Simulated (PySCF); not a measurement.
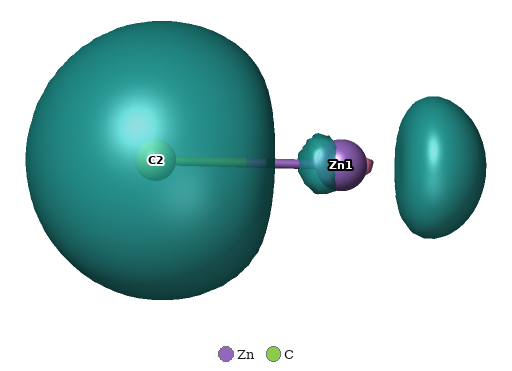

The picture shows: ZnC (charge −1, quartet). Isosurfaces of the spin density at +0.03 (teal) and −0.03 e/Å³ (pink), seen from one side.

The calculation used PBE0/def2-SVPD, non-relativistic Hamiltonian with scalar-relativistic core potentials where named, at a bond length of 2.056 Å in PySCF.

Q: Which atoms carry the spin?

A: The unpaired spin (3 electrons) lies mostly on C2 (about 2.3) and Zn1 (about 0.7), in electrons by Hirshfeld's partition.
